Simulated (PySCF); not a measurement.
**SiH3Cl (chlorosilane): r2SCAN/STO-3G**

Aim: the energy change on altering one bond length of SiH3Cl (chlorosilane) at r2SCAN/STO-3G, from 2 runs. 

The calculation is run with PySCF 2.14.0.

9 further runs of the same task are left out: 9 set aside as unsound or not needed.

## 1. The molecule

The species is SiH3Cl (5 atoms), meant as a singlet with charge 0. SMILES: `[SiH3]Cl`. The shape is that of a PBE0-D4/def2-TZVP optimisation.

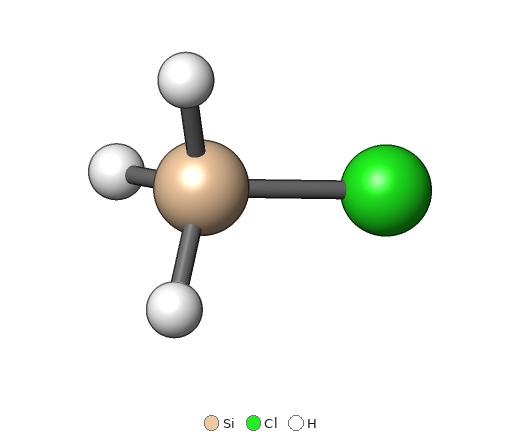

The structure, seen from a chosen angle (silicon light orange, chlorine green, hydrogen white).

## 2. A single-point energy at r2SCAN/STO-3G

The input, mol.xyz:

```xyz
5
ClH3Si
Si    -0.112000     0.018600    -0.030900
Cl     1.838300    -0.513500     0.329900
H     -0.950900    -0.488300     1.079100
H     -0.534700    -0.585700    -1.314900
H     -0.190800     1.495400    -0.104700
```

The input, input.py:

```python
from pyscf import gto, dft

molecule = gto.M(
    atom='mol.xyz',
    basis='sto-3g',
    max_memory=1860,
    verbose=4,
)

mf = dft.RKS(molecule)
mf.xc = 'r2scan'
mf.grids.level = 5
mf.conv_tol = 1e-10
mf.kernel()
if not mf.converged:
    mf = mf.newton().run(mf.mo_coeff, mf.mo_occ)

e_final = mf.e_tot
print(f'total energy: {e_final:.8f} hartree')
```

Started as:

```bash
$ OMP_NUM_THREADS=1 python input.py
```

What it wrote:

```text
PySCF version 2.14.0

[INPUT] num. atoms = 5
[INPUT] num. electrons = 34
[INPUT] charge = 0
[INPUT] spin (= nelec alpha-beta = 2S) = 0
[INPUT] symmetry False subgroup None
[INPUT] Mole.unit = angstrom
[INPUT] Symbol           X                Y                Z      unit          X                Y                Z       unit  Magmom
[INPUT]  1 Si    -0.112000000000   0.018600000000  -0.030900000000 AA   -0.211649325951   0.035148905917  -0.058392537249 Bohr   0.0
[INPUT]  2 Cl     1.838300000000  -0.513500000000   0.329900000000 AA    3.473883534788  -0.970374364964   0.623420648494 Bohr   0.0
[INPUT]  3 H     -0.950900000000  -0.488300000000   1.079100000000 AA   -1.796940571849  -0.922753266625   2.039203461018 Bohr   0.0
[INPUT]  4 H     -0.534700000000  -0.585700000000  -1.314900000000 AA   -1.010436558805  -1.106812591158  -2.484800881191 Bohr   0.0
[INPUT]  5 H     -0.190800000000   1.495400000000  -0.104700000000 AA   -0.360559744567   2.825896446675  -0.197854325242 Bohr   0.0

nuclear repulsion = 86.3372182574061
number of shells = 13
number of NR pGTOs = 63
number of NR cGTOs = 21
basis = sto-3g
ecp = {}

******** <class 'pyscf.dft.rks.RKS'> ********
method = RKS
initial guess = minao
damping factor = 0
level_shift factor = 0
DIIS = <class 'pyscf.scf.diis.CDIIS'>
diis_start_cycle = 1
diis_space = 8
diis_damp = 0
SCF conv_tol = 1e-10
SCF conv_tol_grad = None
SCF max_cycles = 50
direct_scf = True
direct_scf_tol = 1e-13
XC library pyscf.dft.libxc version 7.0.0
    S. Lehtola, C. Steigemann, M. J.T. Oliveira, and M. A.L. Marques.,  SoftwareX 7, 1–5 (2018)
XC functionals = r2scan
    J. W. Furness, A. D. Kaplan, J. Ning, J. P. Perdew, and J. Sun.,  J. Phys. Chem. Lett. 11, 8208-8215 (2020)
    J. W. Furness, A. D. Kaplan, J. Ning, J. P. Perdew, and J. Sun.,  J. Phys. Chem. Lett. 11, 9248-9248 (2020)
    J. W. Furness, A. D. Kaplan, J. Ning, J. P. Perdew, and J. Sun.,  J. Phys. Chem. Lett. 11, 8208-8215 (2020)
    J. W. Furness, A. D. Kaplan, J. Ning, J. P. Perdew, and J. Sun.,  J. Phys. Chem. Lett. 11, 9248-9248 (2020)
radial grids:
    Treutler-Ahlrichs [JCP 102, 346 (1995); DOI:10.1063/1.469408] (M4) radial grids

becke partition: Becke, JCP 88, 2547 (1988); DOI:10.1063/1.454033
pruning grids: <function nwchem_prune>
grids dens level: 5
symmetrized grids: False
atomic radii adjust function: <function treutler_atomic_radii_adjust>
small_rho_cutoff = 0
Set gradient conv threshold to 1e-05
Initial guess from minao.
tot grids = 157224
init E= -742.611627162411
  HOMO = -0.34265862757754  LUMO = 0.072064385892859  gap/eV = 11.28519
cycle= 1 E= -743.096681357595  delta_E= -0.485  |g|= 0.26  |ddm|= 2.27
  HOMO = -0.16193343389663  LUMO = 0.125413877105858  gap/eV = 7.81912
cycle= 2 E= -743.104857392447  delta_E= -0.00818  |g|= 0.239  |ddm|=  1.1
  HOMO = -0.199982014253481  LUMO = 0.142226746372436  gap/eV = 9.31197
cycle= 3 E= -743.130551629276  delta_E= -0.0257  |g|= 0.00269  |ddm|= 0.507
  HOMO = -0.201235721018333  LUMO = 0.140654000569744  gap/eV = 9.30329
cycle= 4 E= -743.130554906125  delta_E= -3.28e-06  |g|= 0.000666  |ddm|= 0.00677
  HOMO = -0.201019667075092  LUMO = 0.140794244495708  gap/eV = 9.30123
cycle= 5 E= -743.130555123142  delta_E= -2.17e-07  |g|= 0.00011  |ddm|= 0.00174
  HOMO = -0.201074282916705  LUMO = 0.140766292884606  gap/eV = 9.30196
cycle= 6 E= -743.130555130913  delta_E= -7.77e-09  |g|= 2.03e-06  |ddm|= 0.000329
  HOMO = -0.201073463009385  LUMO = 0.140766676617883  gap/eV = 9.30194
cycle= 7 E= -743.130555130915  delta_E= -2.27e-12  |g|= 1.71e-08  |ddm|= 5.07e-06
  HOMO = -0.201073465731451  LUMO = 0.140766669472661  gap/eV = 9.30194
Extra cycle  E= -743.130555130915  delta_E= 6.82e-13  |g|= 6.8e-09  |ddm|= 5.33e-08
converged SCF energy = -743.130555130915
total energy: -743.13055513 hartree
```

Run time: 4.2 s. Hardware: 1 thread of Arm Neoverse V1, shared host; peak memory 0.2 GiB.

## 3. The distorted shape at the same level

The input, input.py:

```python
from pyscf import gto, dft

mol = gto.M(
    atom='''
Si       0.055795       0.119989      -0.252920
Cl       2.006095      -0.412111       0.107880
H       -0.950900      -0.488300       1.079100
H       -0.366905      -0.484311      -1.536920
H       -0.023005       1.596789      -0.326720
''',
    max_memory=1860,
    basis='sto-3g',
    verbose=3,
)

ks = dft.RKS(mol)
ks.xc = 'r2scan'
ks.grids.level = 5
ks.conv_tol = 1e-10
ks.kernel()
if not ks.converged:
    ks = ks.newton().run(ks.mo_coeff, ks.mo_occ)

e_final = ks.e_tot
print('Final energy', e_final)
```

Started as:

```bash
$ OMP_NUM_THREADS=1 python input.py
```

What it wrote:

```text
converged SCF energy = -743.097001045525
Final energy -743.0970010455253
```

Wall time 4.2 s (1 thread of Arm Neoverse V1, shared host); peak memory 0.21 GiB.

## 4. Outcome

Level: r2SCAN/STO-3G.

| quantity | value |
| --- | --- |
| first shape: total energy | -743.13056 Eh |
| first shape: dipole moment | 2.51 D |
| first shape: HOMO energy | -5.47 eV |
| first shape: LUMO energy | 3.83 eV |
| first shape: HOMO–LUMO gap | 9.30 eV |
| distorted shape: total energy | -743.09700 Eh |
| distorted shape: dipole moment | 2.41 D |
| distorted shape: HOMO energy | -5.40 eV |
| distorted shape: LUMO energy | 3.12 eV |
| distorted shape: HOMO–LUMO gap | 8.52 eV |
| energy change with the Si1–H3 bond stretched from 1.481 to 1.777 Å | 0.913 eV |

**Reading.** With the Si1–H3 bond stretched from 1.481 to 1.777 Å the energy rises by 0.91 eV (21.1 kcal/mol). The first shape isn't relaxed at this level, so the change isn't measured from a minimum. The minimal basis adds a large error of its own. Mulliken charges (distorted shape) run from -0.34 on Cl2 to +0.62 on Si1; they depend strongly on the basis.
